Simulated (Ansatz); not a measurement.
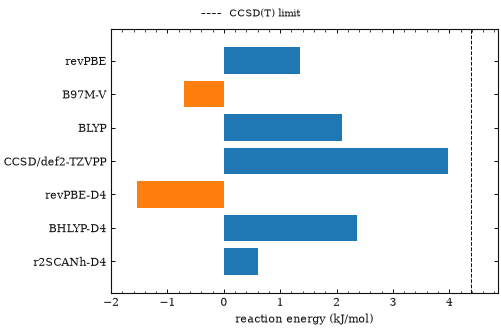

Electronic reaction energy of BHSBrCl (SB(Cl)Br) + H₂S (S) → BH₂S₂Cl (SB(S)Cl) + HBr (Br) (SMILES in brackets) at several levels (functionals in def2-TZVPP unless a basis is named), isolated molecules at PBE0-D4 triple-zeta geometries, minima by their frequencies, no zero-point or thermal terms, the Ansatz code 0.2.0. The line is frozen-core CCSD(T) at the basis limit (MP2 extrapolated from triple and quadruple zeta, plus CCSD(T) less MP2 in a smaller set). No dispersion term is added to revPBE and BLYP. The distance of CCSD/def2-TZVPP to the limit includes basis error.

What do zero-point energy and temperature add?

Zero-point change 0.1 kJ/mol; at 298.15 K and 1 bar the CCSD(T) limit plus thermal terms gives an enthalpy of reaction of 4.1 and a free energy of 7.4 kJ/mol (harmonic PBE0-D4 modes, ideal gas).

Give the values.

```csv
level,kJ/mol,less CCSD(T) limit
revPBE,1.4,−3.0
B97M-V,−0.7,−5.1
BLYP,2.1,−2.3
CCSD/def2-TZVPP,4.0,−0.4
revPBE-D4,−1.5,−5.9
BHLYP-D4,2.4,−2.0
r2SCANh-D4,0.6,−3.8
CCSD(T) limit,4.4,0.0
```

Caveats: no scalar relativity up to krypton; outer-core shells are correlated without core-valence functions, which makes the correlated values less sure.
